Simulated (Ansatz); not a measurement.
Consider H4O3Sn···H2S.

Input file:

```
crystal:
  periodic: [false, false, false]
  atoms:
    - { symbol: Sn, position_ang: [-0.164953, -0.602424, -0.264627] }
    - { symbol: S, position_ang: [1.797704, 1.675968, 1.953744] }
    - { symbol: O, position_ang: [-0.895378, -1.75998, -1.748655] }
    - { symbol: O, position_ang: [-1.531196, -0.931774, 1.165233] }
    - { symbol: O, position_ang: [-0.205508, 1.347657, -0.825261] }
    - { symbol: H, position_ang: [2.225929, 0.571702, 1.276655] }
    - { symbol: H, position_ang: [1.46207, -0.839447, 0.202993] }
    - { symbol: H, position_ang: [1.030308, 2.034596, 0.871228] }
    - { symbol: H, position_ang: [-0.385028, -1.624345, -2.574506] }
    - { symbol: H, position_ang: [-2.206371, -1.548132, 0.808096] }
    - { symbol: H, position_ang: [-1.127678, 1.676178, -0.864799] }
basis:
  gaussian: { orbitals: def2-SVP }
hamiltonian:
  xc: blyp
  dispersion: d4
relax:
  f_tol: 0.03
  max_steps: 50
output:
  orbitals: {}
```

Command:

```sh
ansatz run input.yaml --threads 2 --pin off --max-ram 3072MiB --backend cpu --events-out ev --progress --plain --runs-dir out
```

The fields are those of the relaxed geometry.

Core potentials replace the inner electrons of Sn.

Method: RKS BLYP-D4/def2-SVP (Ansatz 0.2.0).

### What will maps of the electron density and electron localisation function show?

Sn–O (2.01 Å): ρ at the midpoint is about 0.69 e/Å³; the ELF peaks at about 0.85 in the valence shell of O, 0.6 Å from its nucleus, and drops to about 0.15 between the two atoms.
O–H (0.98 Å): ρ is about 3.5 e/Å³ halfway; the ELF climbs to about 1 towards the hydrogen, as it does in any bond to H: a covalent bond by its length.

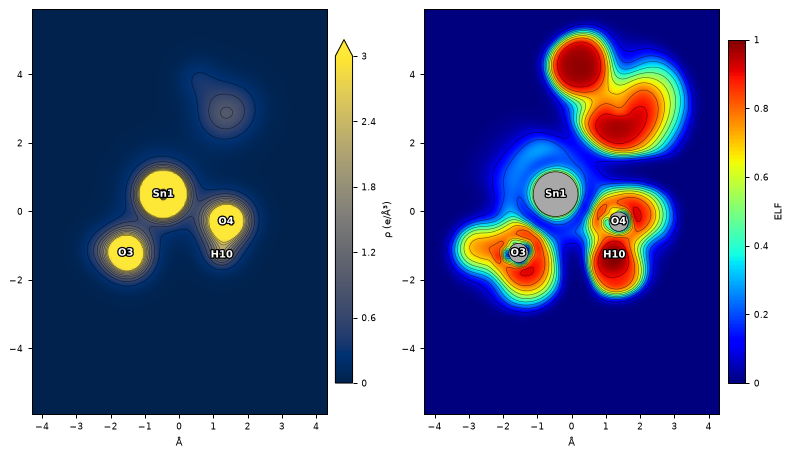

Computed electron density and electron localisation function on the plane of atoms O3, Sn1 and O4, in this order. Grey discs cover the atomic cores in the ELF map. 
